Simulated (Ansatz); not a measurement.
# How fast states decay through Rb2AlCuCl6, part 3 of 3

Wanted: the relaxed cell of Rb2AlCuCl6, its band edges and its decay constants. It is built by putting Cu for Na, Cl for F in the Rb2NaAlF6 structure of space group Fm-3m, with the volume rescaled by atomic radii. The parent structure comes from the Materials Project.

Ansatz 0.2.0; r2SCAN DFT, plane waves, PAW files (the session's first sound run).

So far, gap on the k-mesh (eV): step 3 (band edges) 1.21.

The structure was built from a prototype and need not be the compound's stable phase.

### 7. A repeat with changed settings: hamiltonian.hubbard

This step: r2SCAN DFT, plane waves, PAW files; complex bands by layer matching along the plane's normal; changed: hamiltonian.hubbard = {"sites": [{"species": "Cu", "l": "d", "u_eff": 2.0}], "double_counting": "fll"} (Ansatz 0.2.0).

This run repeats an earlier one, its twin (the complex run, plane (111)), with two settings changed (hamiltonian.hubbard.sites, hamiltonian.hubbard.double_counting; files written aside). It is meant to test what a Hubbard term shifts. Where the input is shown as a difference, that is against the step before, not the twin.

The input, input.yaml:

```yaml
crystal:
  lattice:
    - [6.927270641, 0.0, 0.0]
    - [3.463635321, 5.999192354, 0.0]
    - [3.463635321, 1.999730785, 5.656092794]
  atoms:
    - { symbol: Rb, position: [0.25, 0.25, 0.25] }
    - { symbol: Rb, position: [0.75, 0.75, 0.75] }
    - { symbol: Cu, position: [0.5, 0.5, 0.5] }
    - { symbol: Al, position: [0.0, 0.0, 0.0] }
    - { symbol: Cl, position: [0.7599523445, 0.7599523445, 0.2400476555] }
    - { symbol: Cl, position: [0.7599523445, 0.2400476555, 0.2400476555] }
    - { symbol: Cl, position: [0.2400476555, 0.2400476555, 0.7599523445] }
    - { symbol: Cl, position: [0.2400476555, 0.7599523445, 0.2400476555] }
    - { symbol: Cl, position: [0.7599523445, 0.2400476555, 0.7599523445] }
    - { symbol: Cl, position: [0.2400476555, 0.7599523445, 0.7599523445] }
kpoints:
  mp_grid: { grid: [4, 4, 4] }
scf:
  occupations: { method: fixed }
hamiltonian:
  xc: r2scan
  hubbard: { sites: [{ species: Cu, l: d, u_eff: 2.0 }], double_counting: fll }
output:
  eigenvalues: true
  transmission:
    leads: [[0, 0]]
    kpoints: [[0.0, 0.0], [-0.2396, -0.2396]]
    e_range: [-1.0, 2.21]
    de: 0.05
```

Launch:

```console
$ ansatz run input.yaml --threads 2 --pin off --max-ram 4096MiB --backend cpu --events-out ev --progress --plain --runs-dir out
```

Numbers of over 12 decimals in the logs are rounded to 6 here.

Output:

```text
Rb: projections on atomic orbitals take those of the free atom [Ar 3d10] 4s2 4p6 5s1, of charge +0.00 (hamiltonian.pseudopotentials.projection_atoms); the dataset's partial waves leave at most 2.5e-6 of an orbital's norm unspanned inside its sphere
Cu: projections on atomic orbitals take those of the free atom [Ne] 3s2 3p6 3d10 4s1, of charge +0.00 (hamiltonian.pseudopotentials.projection_atoms); the dataset's partial waves leave at most 2.0e-6 of an orbital's norm unspanned inside its sphere
Al: projections on atomic orbitals take those of the free atom [Ne] 3s2 3p1, of charge +0.00 (hamiltonian.pseudopotentials.projection_atoms); the dataset's partial waves leave at most 3.3e-8 of an orbital's norm unspanned inside its sphere
Cl: projections on atomic orbitals take those of the free atom [Ne] 3s2 3p5, of charge +0.00 (hamiltonian.pseudopotentials.projection_atoms); the dataset's partial waves leave at most 2.1e-7 of an orbital's norm unspanned inside its sphere
[...]
Crystal: 10 atoms, lattice volume = 235.056 Å³
Basis set: ecut = 500 eV, 5961 PW (Γ), exchange–correlation on 216×216×216 points (64 copies of the dense FFT grid, shifted against one another)
Bands: 51, of which v1, the nominal top of the filled ones, is band 41 counted from 1 (40 counted from 0)
Symmetry: 48 space group operations
[...]
k-points: 8 of 64
[...]
SCF iter   1: F=—  HF=-20250.751426 eV  |F-HF|=—  |Δ(HF+E_count)|=         —  Δρ=7.63e-2  dr2=1.40e1  dr2_τ=1.04e-1  ethr=3.10e-3  ⟨swp⟩=5.4  Hψ=1388  notcnv=0  defer=58
[...]
SCF iter  10: F=-20246.012126 eV  HF=-20246.012126 eV  |F-HF|=8.23e-9  |Δ(HF+E_count)|=   1.29e-7  Δρ=2.12e-6  dr2=1.70e-8  dr2_τ=6.56e-10  ethr=1.22e-10  ⟨swp⟩=18.6  Hψ=2396  notcnv=0
SCF 1 converged in 10 iterations: F = -20246.012126 eV  dr2 = 1.70e-8
[...]
transmission: 12 of 24 steps passed
transmission: 24 of 24 steps passed
SCF converged after 10 iterations
Free energy (F): -20246.012126 eV
[...]
Internal energy: -20246.012126 eV  (E = F + TS)
E sigma→0 (E₀):  -20246.012126 eV
Fermi energy:    4.520794 eV
[...]
--- Band table (eV; the first three rows and the last of 8) ---
  k-point 0: bands = [... 37 lower, 3.6600, 3.6600, 4.5208, 4.5208, 6.3784, 9.8217, 10.2756, 10.2756, ... 6 higher]
  k-point 1: bands = [... 37 lower, 3.7277, 3.7277, 4.3908, 4.3908, 7.1368, 9.9108, 10.4332, 10.9471, ... 6 higher]
  k-point 2: bands = [... 37 lower, 3.7678, 3.7678, 4.2964, 4.2964, 8.6078, 8.6157, 11.2604, 11.4788, ... 6 higher]
  k-point 7: bands = [... 37 lower, 3.7922, 3.9010, 4.0242, 4.3434, 9.4835, 9.5258, 11.7751, 11.7751, ... 6 higher]
Occupation matrices written to <dir>
--- Transmission ---
  basis      : 433 plane waves across, 12 finite elements along
  points     : 2, as listed
[...]
channels       : 0.000000e0 a spin
[...]
slowest decay  : 0.2445 /Å at (0.0000, 0.0000)
```

Elapsed: 3.9 min, on 2 threads of Intel Xeon 6975P-C (Granite Rapids), shared host; peak memory 2.5 GiB; 6 min of CPU time.

Numbers from this step:

```yaml
free_energy: -20246.0121 eV
fermi_energy: 4.521 eV
gap_on_the_k_mesh: 1.858 eV
level_to_which_the_leads_are_filled: 0.9288 eV from the Fermi level
decay_constant_at_the_filling_level_zone_centre: 0.2445 Å⁻¹
decay_constant_at_the_filling_level_slowest_listed_point: 0.2445 Å⁻¹
```

K parallel (0, 0); values up to 1.5 1/Å, a degenerate pair printed once or twice; energies at which all values exceed this have no row. Im kz of the slowest decaying states against energy, zero at the highest filled level on the SCF mesh:

| energy (eV) | decay 1 (Å⁻¹) | decay 2 (Å⁻¹) | decay 3 (Å⁻¹) | decay 4 (Å⁻¹) |
| --- | --- | --- | --- | --- |
| -1.0000 | 0.194 | 0.240 | 0.298 | 0.413 |
| -0.7500 | 0.0815 | 0.373 | 0.375 | 0.384 |
| -0.5000 | 0.306 | 0.429 | 0.445 | 0.539 |
| -0.2500 | 0.141 | 0.298 | 0.512 | 0.534 |
| 0.0000 | 0.00649 | 0.294 | 0.529 | 0.569 |
| 0.2500 | 0.260 | 0.288 | 0.524 | 0.585 |
| 0.5000 | 0.277 | 0.320 | 0.519 | 0.573 |
| 0.7500 | 0.261 | 0.353 | 0.513 | 0.565 |
| 1.0000 | 0.240 | 0.374 | 0.507 | 0.559 |
| 1.2500 | 0.209 | 0.388 | 0.500 | 0.553 |
| 1.5000 | 0.166 | 0.397 | 0.492 | 0.547 |
| 1.7500 | 0.0943 | 0.402 | 0.483 | 0.541 |
| 2.0000 | 0.404 | 0.474 | 0.533 | 0.581 |

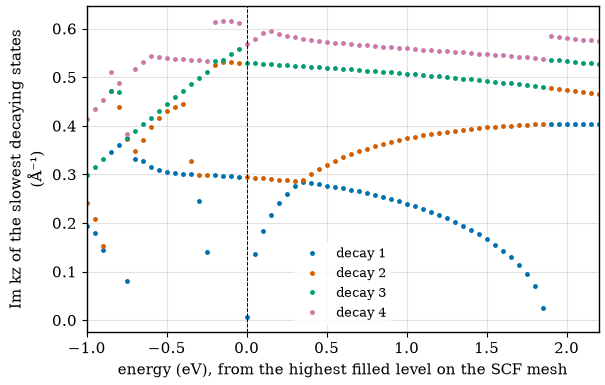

Im kz of the slowest decaying states, plotted against energy.

K parallel (-0.2396, -0.2396); values up to 1.5 1/Å, a degenerate pair printed once or twice; energies at which all values exceed this have no row. Table of Im kz of the slowest decaying states by energy, zero at the highest filled level on the SCF mesh:

| energy (eV) | decay 1 (Å⁻¹) | decay 2 (Å⁻¹) | decay 3 (Å⁻¹) | decay 4 (Å⁻¹) |
| --- | --- | --- | --- | --- |
| -1.000 | 0.206 | 0.233 | 0.249 | 0.359 |
| -0.500 | 0.111 | 0.337 | 0.420 | 0.473 |
| 0.000 | 0.0181 | 0.170 | 0.390 | 0.561 |
| 0.500 | 0.315 | 0.357 | 0.373 | 0.569 |
| 1.000 | 0.314 | 0.397 | 0.424 | 0.565 |
| 1.500 | 0.278 | 0.412 | 0.455 | 0.556 |
| 2.000 | 0.211 | 0.415 | 0.468 | 0.542 |

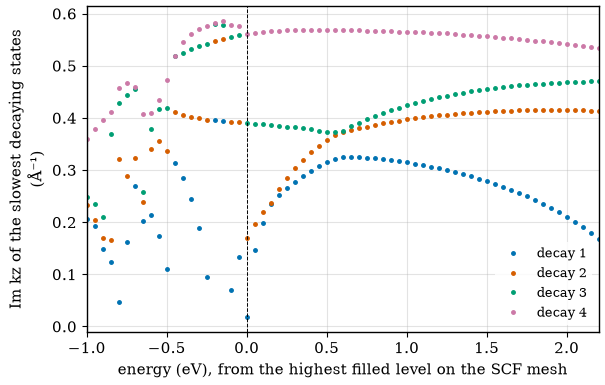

Im kz of the slowest decaying states, plotted against energy.

The filling level or the zero moved, so the decay constant is read at +0.95 eV here and at +0.60 eV in the twin, and the two can't be compared directly.

### 8. Summary of results

```
band gap                                         : 1.21 eV
least decay constant at mid-gap, normal to (111) : 0.209 Å⁻¹
least decay constant on a mesh, normal to (111)  : 0.209 Å⁻¹
```

In words: With r2SCAN, the slowest decay at the wavevectors tried is κ = 0.209 Å⁻¹, normal to (111). Through such a film the transmission near mid-gap falls as exp(−2κd), a factor of ten every 5.5 Å. A free electron under a barrier of half the gap would need a mass of 0.28 mₑ to decay at this rate. The compound is made up by substitution; its stability against other phases and against distortions of the cell's symmetry was not tested. r2SCAN still narrows gaps, if less than LDA and GGA do, so real decay constants are likely larger.

[Logs are printed without paths, hosts, clocks, repeated set-up lines and the standing remarks that a program may print on its own settings, such as how far it seeks lower states.]

[Hosts, paths, dates, database ids (printed as entryN), source tags and the programs' standing remarks are cut or masked in the printed files.]

[New means built here by substitution; the compound itself may be known and measured.]
